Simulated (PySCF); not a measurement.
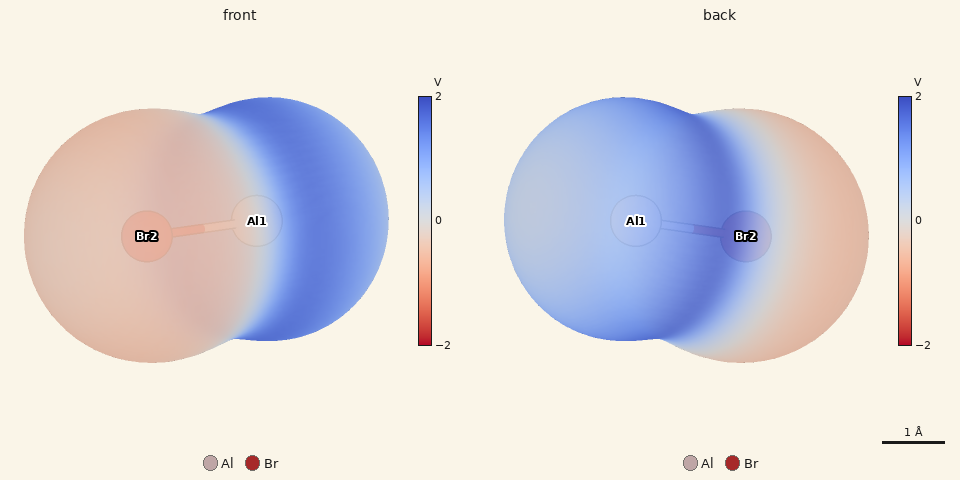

The picture shows: AlBr. The electrostatic potential painted on the density surface at 0.002 e/bohr³, seen from the front and from behind; red is negative and blue positive.

All numbers below come from PBE0/def2-TZVPPD, non-relativistic Hamiltonian with scalar-relativistic core potentials where named, at a bond length of 2.326 Å in PySCF.

```yaml
atoms:
  - { symbol: Al, position_ang: [0.0000, 0.0000, -1.7334] }
  - { symbol: Br, position_ang: [0.0000, 0.0000, 0.5926] }
```

> Where is the surface potential most negative and most positive?

The most negative region (about −0.5 V) lies over Br2, the most positive (about +1.6 V) over Al1.
